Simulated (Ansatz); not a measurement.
# ClH2MoNS2: single points with varied inputs

How do the results and run time of ClH2MoNS2 respond when the settings are drawn wide?

Method: the settings change from run to run; program: Ansatz 0.2.0, Gaussian basis.

**1. The geometry**

An earlier PBE0-D4 in a triple-zeta def2 set relaxation fixed the geometry. Mo takes a core potential in def2 sets; no spin-orbit term is included.

SMILES `[NH2][Mo](=[S])(=[S])[Cl]`, 7 atoms, charge 0, spin multiplicity 1.

Atoms are counted from 1 here; the program's logs count them from 0.

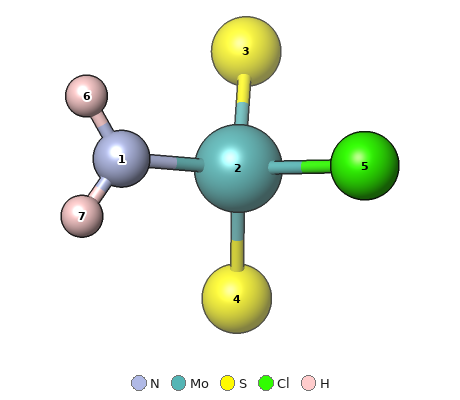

The structure; nitrogen light blue, molybdenum teal, sulfur yellow, chlorine green, hydrogen pink; atoms are numbered from 1 in the order of the file.

Coordinates:

```csv
atom,x (Å),y (Å),z (Å)
N1,-0.6618,0.9929,-0.2084
Mo2,0.3768,-0.5629,0.1135
S3,2.3560,-0.1518,-0.4353
S4,-0.4052,-2.1216,-1.0468
Cl5,0.2885,-1.1169,2.2964
H6,-0.2746,1.9254,-0.2338
H7,-1.6184,0.9668,-0.5314
```

**2. RPA/def2-TZVPD**

This run has correlated electrons set to outside_noble_gas.

File in.yaml:

```yaml
crystal:
  periodic: [false, false, false]
  atoms:
    - {symbol: N, position_ang: [-0.661763, 0.992876, -0.208399]}
    - {symbol: Mo, position_ang: [0.376756, -0.562872, 0.113532]}
    - {symbol: S, position_ang: [2.355959, -0.151849, -0.435251]}
    - {symbol: S, position_ang: [-0.405155, -2.121555, -1.046837]}
    - {symbol: Cl, position_ang: [0.288458, -1.116883, 2.296443]}
    - {symbol: H, position_ang: [-0.274587, 1.925379, -0.233779]}
    - {symbol: H, position_ang: [-1.618368, 0.966804, -0.531410]}
basis:
  gaussian: {orbitals: def2-TZVPD}
hamiltonian: {xc: {name: HF}}
correlation: {method: rpa, electrons: outside_noble_gas}
```

Command:

```sh
$ ansatz run in.yaml --threads 4 --pin off --events-out ev --progress --plain --max-ram 10444MiB
```

Standard output:

```text
Functional definition: HF
  name "HF"
  cite "Fock, Z. Phys. 61, 126 (1930) doi:10.1007/BF01340294"
  parent pbe
  exchange = exact_x
  correlation = 0
1568 factors; integrals over basis functions are off by at most 9.6e-4 eV
mean field evaluation 1: about -37487.0021 eV, gradient 5.3e1 eV
mean field evaluation 2: about -37487.3593 eV, gradient 5.4e1 eV
mean field evaluation 4: about -37493.2035 eV, gradient 9.2e0 eV
mean field evaluation 8: about -37493.4176 eV, gradient 1.2e0 eV
mean field evaluation 16: about -37493.4250 eV, gradient 2.6e-6 eV
mean field -37493.42503121 eV, -1377.8579559405 hartree, gradient 2.8e-6 eV, S^2 0.000000; 2 other end points of the search recorded, 0 dependent functions left out; unrestricted orbitals would lower it
mean field evaluation 32: about -37493.3938 eV, gradient 3.4e0 eV
20 core orbitals not correlated: weight in the atoms' cores, before any rotation towards them, 0.996 or more for the frozen orbitals, at most 0.002 for the correlated occupied ones
reference -37493.42503121 eV, -1377.8579559405 hartree; 16, 16 occupied and 197, 197 virtual orbitals, 1568 factors
Total energy: -37523.22052602 eV, -1378.9529201787 hartree
```

Run time: 6.5 s. Hardware: 4 threads of Arm Neoverse V2, shared host; peak memory 0.72 GiB.

**3. wB97X/def2-TZVPD**

This run has relativity set to none, high accuracy, the search for lower states set to off.

Changes to in.yaml since step 2:

```diff
@@ -12,3 +12,5 @@
   gaussian: {orbitals: def2-TZVPD}
-hamiltonian: {xc: {name: HF}}
-correlation: {method: rpa, electrons: outside_noble_gas}
+hamiltonian: {xc: {name: wB97X}, pseudopotentials: {relativity: none}}
+accuracy: high
+scf: {lower_state_search: off}
+output: {forces: true}
```

The command is unchanged.

Standard output, cut to the lines that bear on the results:

```text
Functional definition: wB97X
  name "wB97X"
  cite "Chai & Head-Gordon, J. Chem. Phys. 128, 084106 (2008) doi:10.1063/1.2834918"
  cite "Becke, J. Chem. Phys. 107, 8554 (1997) doi:10.1063/1.475007"
[...]
  # The coefficients of nought are those of the uniform gas.
[...]
      + exact_x_lr(omega)
[...]
      + integral(e_c_pw_opposite_spin*poly(b97_u_opposite, 1, cos1, cos2, cos3, cos4))
[...]
3772 factors; integrals over basis functions are off by at most 7.1e-9 eV
700 factors; integrals over basis functions are off by at most 2.3e-9 eV
[...]
mean field -37577.12414016 eV, -1380.9338414614 hartree, gradient 8.2e-8 eV, S^2 0.000000; 0 other end points of the search recorded, 0 dependent functions left out
[...]
reference -37577.12413377 eV, -1380.9338412265 hartree; 36, 36 occupied and 197, 197 virtual orbitals, 3772 factors
Total energy: -37577.12413377 eV, -1380.9338412265 hartree
Atom 0 at    -0.661763     0.992876    -0.208399 Å, force    -0.031083     0.035178     0.027473 eV/Å
Atom 1 at     0.376756    -0.562872     0.113532 Å, force     0.257871    -0.188382    -0.557204 eV/Å
Atom 2 at     2.355959    -0.151849    -0.435251 Å, force    -0.342760    -0.064928     0.120443 eV/Å
Atom 3 at    -0.405155    -2.121555    -1.046837 Å, force     0.122426     0.266884     0.223450 eV/Å
Atom 4 at     0.288458    -1.116883     2.296443 Å, force    -0.018317    -0.029876     0.178907 eV/Å
Atom 5 at    -0.274587     1.925379    -0.233779 Å, force    -0.016917    -0.025719    -0.001585 eV/Å
Atom 6 at    -1.618368     0.966804    -0.531410 Å, force     0.028781     0.006844     0.008516 eV/Å
Dipole moment:    -0.373565     0.581381    -0.185908 e Å
Checks for a lower state left out: stability, starts, cluster_reference, orbital_swaps, neighbouring_geometries, increment
```

It took 35 s on 4 threads of Arm Neoverse V2, shared host; peak memory 1.8 GiB.

Largest force 0.642 eV/Å, dipole 3.44 D.

**4. r2SCAN/def2-TZVPP**

Set apart from the defaults: atoms shaken by 0.08 Å, rVV10 dispersion, high accuracy.

File in.yaml:

```yaml
crystal:
  periodic: [false, false, false]
  atoms:
    - {symbol: N, position_ang: [-0.700253, 1.059432, -0.319893]}
    - {symbol: Mo, position_ang: [0.418041, -0.657173, 0.136939]}
    - {symbol: S, position_ang: [2.361292, -0.156880, -0.401905]}
    - {symbol: S, position_ang: [-0.285817, -2.268847, -1.089678]}
    - {symbol: Cl, position_ang: [0.226906, -1.163242, 2.309190]}
    - {symbol: H, position_ang: [-0.270254, 2.024890, -0.097271]}
    - {symbol: H, position_ang: [-1.683551, 0.922390, -0.522966]}
basis:
  gaussian: {orbitals: def2-TZVPP}
hamiltonian: {xc: {name: r2SCAN}, dispersion: rvv10}
accuracy: high
```

Launched as before.

Standard output, cut to the lines that bear on the results:

```text
Functional definition: r2SCAN+rVV10
  name "r2SCAN+rVV10"
  cite "Furness, Kaplan, Ning, Perdew & Sun, J. Phys. Chem. Lett. 11, 8208 (2020) doi:10.1021/acs.jpclett.0c02405"
  cite "Furness, Kaplan, Ning, Perdew & Sun, J. Phys. Chem. Lett. 11, 9248 (2020) doi:10.1021/acs.jpclett.0c03077"
  cite "Vydrov & Van Voorhis, J. Chem. Phys. 133, 244103 (2010) doi:10.1063/1.3521275"
  cite "Sabatini, Gorni & de Gironcoli, Phys. Rev. B 87, 041108(R) (2013) doi:10.1103/PhysRevB.87.041108"
  cite "Ning et al., Phys. Rev. B 106, 075422 (2022) doi:10.1103/PhysRevB.106.075422"
  parent "r2scan"
[...]
3973 factors; integrals over basis functions are off by at most 1.2e-7 eV
[...]
mean field -37573.86029121 eV, -1380.8138972247 hartree, gradient 2.6e-8 eV, S^2 0.000000; 0 other end points of the search recorded, 0 dependent functions left out
reference -37573.86029263 eV, -1380.8138972768 hartree; 36, 36 occupied and 205, 205 virtual orbitals, 3973 factors
Total energy: -37573.86029263 eV, -1380.8138972768 hartree
```

Run time: 42 s. Hardware: 4 threads of Arm Neoverse V2, shared host; peak memory 1.6 GiB.

**5. r2SCAN0/def2-mTZVPP**

Options: density fitting with def2-universal-jkfit, D4 dispersion.

File in.yaml:

```yaml
crystal:
  periodic: [false, false, false]
  atoms:
    - {symbol: N, position_ang: [-0.661763, 0.992876, -0.208399]}
    - {symbol: Mo, position_ang: [0.376756, -0.562872, 0.113532]}
    - {symbol: S, position_ang: [2.355959, -0.151849, -0.435251]}
    - {symbol: S, position_ang: [-0.405155, -2.121555, -1.046837]}
    - {symbol: Cl, position_ang: [0.288458, -1.116883, 2.296443]}
    - {symbol: H, position_ang: [-0.274587, 1.925379, -0.233779]}
    - {symbol: H, position_ang: [-1.618368, 0.966804, -0.531410]}
basis:
  gaussian: {orbitals: def2-mTZVPP, fitting: {mean_field: def2-universal-jkfit}}
hamiltonian: {xc: {name: r2SCAN0}, dispersion: d4}
output: {forces: true}
```

The command is unchanged.

Standard output, cut to the lines that bear on the results:

```text
Functional definition: r2SCAN0
  name "r2SCAN0"
  cite "Bursch, Neugebauer, Ehlert & Grimme, J. Chem. Phys. 156, 134105 (2022) doi:10.1063/5.0086040"
  cite "Furness, Kaplan, Ning, Perdew & Sun, J. Phys. Chem. Lett. 11, 8208 (2020) doi:10.1021/acs.jpclett.0c02405"
  cite "Furness, Kaplan, Ning, Perdew & Sun, J. Phys. Chem. Lett. 11, 9248 (2020) doi:10.1021/acs.jpclett.0c03077"
  parent r2scan
[...]
752 factors; integrals over basis functions are off by at most 1.2e0 eV
[...]
mean field -37573.60208781 eV, -1380.8044084249 hartree, gradient 3.5e-5 eV, S^2 0.000000; 0 other end points of the search recorded, 0 dependent functions left out
[...]
reference -37573.60209855 eV, -1380.8044088196 hartree; 36, 36 occupied and 112, 112 virtual orbitals, 752 factors
Total energy: -37573.69041256 eV, -1380.8076542996 hartree
Atom 0 at    -0.661763     0.992876    -0.208399 Å, force    -0.197486     0.295115    -0.058403 eV/Å
Atom 1 at     0.376756    -0.562872     0.113532 Å, force    -0.076395     0.100336     0.022055 eV/Å
Atom 2 at     2.355959    -0.151849    -0.435251 Å, force     0.336299     0.081138    -0.085511 eV/Å
Atom 3 at    -0.405155    -2.121555    -1.046837 Å, force    -0.145445    -0.262568    -0.192252 eV/Å
Atom 4 at     0.288458    -1.116883     2.296443 Å, force    -0.013145    -0.068389     0.279592 eV/Å
Atom 5 at    -0.274587     1.925379    -0.233779 Å, force    -0.047828    -0.141217    -0.003974 eV/Å
Atom 6 at    -1.618368     0.966804    -0.531410 Å, force     0.144001    -0.004415     0.038493 eV/Å
Dipole moment:    -0.375696     0.586593    -0.193071 e Å
```

Run time: 3.4 s. Hardware: 4 threads of Arm Neoverse V2, shared host; peak memory 0.33 GiB.

Largest force 0.360 eV/Å, dipole 3.47 D.

**6. wB97M-V/ANO-RCC-VTZP**

Changes to in.yaml since step 5:

```diff
@@ -11,4 +11,4 @@
 basis:
-  gaussian: {orbitals: def2-mTZVPP, fitting: {mean_field: def2-universal-jkfit}}
-hamiltonian: {xc: {name: r2SCAN0}, dispersion: d4}
+  gaussian: {orbitals: ANO-RCC-VTZP}
+hamiltonian: {xc: {name: wB97M-V}}
 output: {forces: true}
```

Same command.

Standard output, cut to the lines that bear on the results:

```text
Functional definition: wB97M-V
  name "wB97M-V"
  cite "Mardirossian & Head-Gordon, J. Chem. Phys. 144, 214110 (2016) doi:10.1063/1.4952647"
  cite "Becke, J. Chem. Phys. 107, 8554 (1997) doi:10.1063/1.475007"
  cite "Vydrov & Van Voorhis, J. Chem. Phys. 133, 244103 (2010) doi:10.1063/1.3521275"
  # Of w^i u^j: cxij and so on, Table III.
[...]
  gx(w, u) = 1 - cx + cx01*u + cx10*w
  gss(w, u) = css00 + css04*u^4 + css10*w + css20*w^2 + css43*w^4*u^3
  gos(w, u) = cos00 + cos10*w + (cos20 + cos21*u)*w^2 + (cos60 + cos61*u)*w^6
[...]
      + integral(e_c_pw_mod_opposite_spin*gos(b97_w_opposite, b97_u_opposite)) + vv10(b, c)
2045 factors; their error is unknown
363 factors; integrals over basis functions are off by at most 7.6e-6 eV
[...]
mean field -145972.62574956 eV, -5364.3950524967 hartree, gradient 7.1e-5 eV, S^2 0.000000; 0 other end points of the search recorded, 0 dependent functions left out
[...]
reference -145972.62582882 eV, -5364.3950554097 hartree; 50, 50 occupied and 178, 178 virtual orbitals, 2045 factors
Total energy: -145972.62582882 eV, -5364.3950554097 hartree
Relativity: scalar
Atom 0 at    -0.661763     0.992876    -0.208399 Å, force    -0.029582     0.037652     0.012716 eV/Å
Atom 1 at     0.376756    -0.562872     0.113532 Å, force     0.219335    -0.150819    -0.504206 eV/Å
Atom 2 at     2.355959    -0.151849    -0.435251 Å, force    -0.317546    -0.077703     0.098196 eV/Å
Atom 3 at    -0.405155    -2.121555    -1.046837 Å, force     0.133297     0.243878     0.198026 eV/Å
Atom 4 at     0.288458    -1.116883     2.296443 Å, force    -0.009732    -0.046157     0.192583 eV/Å
Atom 5 at    -0.274587     1.925379    -0.233779 Å, force    -0.024920    -0.022693    -0.004635 eV/Å
Atom 6 at    -1.618368     0.966804    -0.531410 Å, force     0.029148     0.015842     0.007321 eV/Å
Dipole moment:    -0.359111     0.564653    -0.197292 e Å
```

It took 33 s on 4 threads of Arm Neoverse V2, shared host; peak memory 1.6 GiB.

Largest force 0.570 eV/Å, dipole 3.35 D.

**7. HSE06/cc-pVTZ-DK**

Options: a grid of angular degree 47.

Changes to in.yaml since step 6:

```diff
@@ -11,4 +11,3 @@
 basis:
-  gaussian: {orbitals: ANO-RCC-VTZP}
-hamiltonian: {xc: {name: wB97M-V}}
-output: {forces: true}
+  gaussian: {orbitals: cc-pVTZ-DK, final_grid: {core_spheres: 20, valence_spheres: 16, degree: 47}}
+hamiltonian: {xc: {name: HSE06}}
```

Launched as before.

Standard output, cut to the lines that bear on the results:

```text
Functional definition: HSE06
  name "HSE06"
  cite "Heyd, Scuseria & Ernzerhof, J. Chem. Phys. 118, 8207 (2003) doi:10.1063/1.1564060"
  cite "Krukau, Vydrov, Izmaylov & Scuseria, J. Chem. Phys. 125, 224106 (2006) doi:10.1063/1.2404663"
  cite "Heyd & Scuseria, J. Chem. Phys. 120, 7274 (2004) doi:10.1063/1.1668634"
  cite "Ernzerhof & Perdew, J. Chem. Phys. 109, 3313 (1998) doi:10.1063/1.476928"
  cite "Perdew, Burke & Ernzerhof, Phys. Rev. Lett. 77, 3865 (1996) doi:10.1103/PhysRevLett.77.3865"
  parent pbe
[...]
  # The whole range is PBE's own exchange, as in plane waves. The composition of these papers is wPBEh.
[...]
1890 factors; their error is unknown
106 factors; integrals over basis functions are off by at most 1.0e-6 eV
[...]
mean field -145962.33076635 eV, -5364.0167188420 hartree, gradient 5.5e-5 eV, S^2 0.000000; 0 other end points of the search recorded, 0 dependent functions left out
reference -145962.33082378 eV, -5364.0167209528 hartree; 50, 50 occupied and 187, 187 virtual orbitals, 1890 factors
Total energy: -145962.33082378 eV, -5364.0167209528 hartree
Relativity: scalar
```

Run time: 7.5 s. Hardware: 4 threads of Arm Neoverse V2, shared host; peak memory 0.95 GiB.

**8. SVWN5/STO-3G**

Set apart from the defaults: relativity set to none.

Changes to in.yaml since step 7:

```diff
@@ -11,3 +11,3 @@
 basis:
-  gaussian: {orbitals: cc-pVTZ-DK, final_grid: {core_spheres: 20, valence_spheres: 16, degree: 47}}
-hamiltonian: {xc: {name: HSE06}}
+  gaussian: {orbitals: STO-3G}
+hamiltonian: {xc: {name: SVWN5}, pseudopotentials: {relativity: none}}
```

The command is unchanged.

Standard output:

```text
Functional definition: SVWN5
  name "SVWN5"
  cite "Dirac, Proc. Camb. Phil. Soc. 26, 376 (1930) doi:10.1017/S0305004100016108"
  cite "Slater, Phys. Rev. 81, 385 (1951) doi:10.1103/PhysRev.81.385"
  cite "Vosko, Wilk & Nusair, Can. J. Phys. 58, 1200 (1980) doi:10.1139/p80-159"
  exchange = slater_x
  correlation = vwn5_c
729 factors; integrals over basis functions are off by at most 1.9e-4 eV
mean field evaluation 1: about -142220.6279 eV, gradient 4.4e1 eV
mean field evaluation 2: about -142096.9177 eV, gradient 1.9e2 eV
mean field evaluation 4: about -142224.2147 eV, gradient 2.4e1 eV
mean field evaluation 8: about -142225.6739 eV, gradient 1.8e0 eV
mean field evaluation 16: about -142225.6454 eV, gradient 9.9e-4 eV
mean field -142225.64538458 eV, -5226.6960638785 hartree, gradient 3.6e-5 eV, S^2 0.000000; 0 other end points of the search recorded, 0 dependent functions left out
reference -142225.64540524 eV, -5226.6960646375 hartree; 50, 50 occupied and 11, 11 virtual orbitals, 729 factors
Total energy: -142225.64540524 eV, -5226.6960646375 hartree
```

It took 0.45 s on 4 threads of Arm Neoverse V2, shared host.

**9. rPW86-PBE/def2-TZVP**

Set apart from the defaults: multiplicity 3, restricted open-shell orbitals, a point charge of 0.50 e beside it, high accuracy, the search for lower states set to light.

Changes to in.yaml since step 8:

```diff
@@ -11,3 +11,7 @@
 basis:
-  gaussian: {orbitals: STO-3G}
-hamiltonian: {xc: {name: SVWN5}, pseudopotentials: {relativity: none}}
+  gaussian: {orbitals: def2-TZVP, point_charges: [{charge: 0.50, position_ang: [6.591, 0.924, 0.013]}]}
+magnetization: {spin_polarized: false, initial_magnetization: 2}
+hamiltonian: {xc: {name: rPW86-PBE}}
+accuracy: high
+scf: {lower_state_search: light}
+output: {forces: true}
```

The command is unchanged.

Standard output, cut to the lines that bear on the results:

```text
Functional definition: rPW86-PBE
  name "rPW86-PBE"
  cite "Murray, Lee & Langreth, J. Chem. Theory Comput. 5, 2754 (2009) doi:10.1021/ct900365q"
  cite "Perdew, Burke & Ernzerhof, Phys. Rev. Lett. 77, 3865 (1996) doi:10.1103/PhysRevLett.77.3865"
  parent pbe
[...]
3308 factors; integrals over basis functions are off by at most 1.5e-8 eV
[...]
mean field -37613.47653315 eV, -1382.2697672633 hartree, gradient 5.2e-8 eV, S^2 2.000000; 12 other end points of the search recorded, 0 dependent functions left out
[...]
reference -37613.47655000 eV, -1382.2697678825 hartree; 37, 35 occupied and 157, 159 virtual orbitals, 3308 factors
Total energy: -37613.47655000 eV, -1382.2697678825 hartree
Atom 0 at    -0.661763     0.992876    -0.208399 Å, force    -0.123610     0.249190    -0.048998 eV/Å
Atom 1 at     0.376756    -0.562872     0.113532 Å, force    -1.696123     1.354081     2.574125 eV/Å
Atom 2 at     2.355959    -0.151849    -0.435251 Å, force     3.038337     0.363514    -1.162542 eV/Å
Atom 3 at    -0.405155    -2.121555    -1.046837 Å, force    -0.773211    -2.330967    -1.956456 eV/Å
Atom 4 at     0.288458    -1.116883     2.296443 Å, force    -0.042090    -0.131827     0.705177 eV/Å
Atom 5 at    -0.274587     1.925379    -0.233779 Å, force     0.016607     0.411339    -0.006408 eV/Å
Atom 6 at    -1.618368     0.966804    -0.531410 Å, force    -0.382247     0.105676    -0.103843 eV/Å
Dipole moment:    -0.568515     0.407167    -0.187396 e Å
```

Wall time 77 s (4 threads of Arm Neoverse V2, shared host); peak memory 1.6 GiB.

Largest force 3.367 eV/Å, dipole 3.48 D.

**10. The runs in one table**

```csv
level,charge,multiplicity,geometry,functions,energy (eV),time
RPA/def2-TZVPD,0,1,relaxed,233,-37523.221,6.5 s
wB97X/def2-TZVPD,0,1,relaxed,233,-37577.124,35 s
r2SCAN/def2-TZVPP,0,1,shaken,241,-37573.860,42 s
r2SCAN0/def2-mTZVPP,0,1,relaxed,148,-37573.690,3.4 s
wB97M-V/ANO-RCC-VTZP,0,1,relaxed,228,-145972.626,33 s
HSE06/cc-pVTZ-DK,0,1,relaxed,237,-145962.331,7.5 s
SVWN5/STO-3G,0,1,relaxed,61,-142225.645,0.45 s
rPW86-PBE/def2-TZVP,0,3,"relaxed, point charge",194,-37613.477,77 s
```

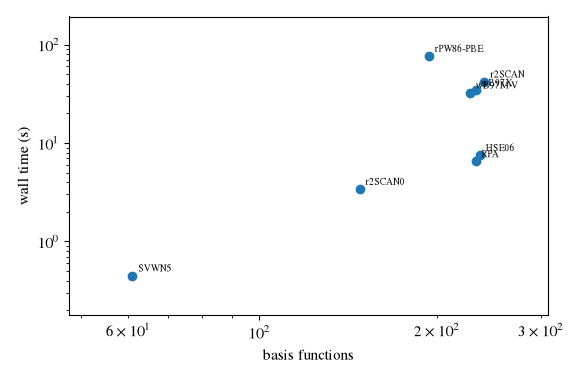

Wall time against the number of basis functions (shared host).

**11. Outcome**

| quantity | value |
| --- | --- |
| runs | 8 |
| quickest | SVWN5/STO-3G, 0.45 s |
| slowest | rPW86-PBE/def2-TZVP, 77 s |
| spread of total energies, same state and geometry | 108449.4 eV |
| dipole, same state and geometry | 3.35 to 3.47 D |

In words: rPW86-PBE/def2-TZVP took 170 times as long as SVWN5/STO-3G. The jobs differ in tasks and options as well as level. Total energies at one charge and spin differ by 108449 eV between levels, so only differences within one level mean anything. Some of these runs are scalar-relativistic and others not, which shifts the totals of all-electron atoms past neon by eV; core potentials, where a basis has them, take the core out of the total altogether. At the PBE0-D4/def2-TZVP geometry and in the same state, runs without warnings or point charges leave forces up to 0.64 eV/Å (wB97X/def2-TZVPD). At that geometry and state the dipole changes by 4 % between the lowest and highest value.
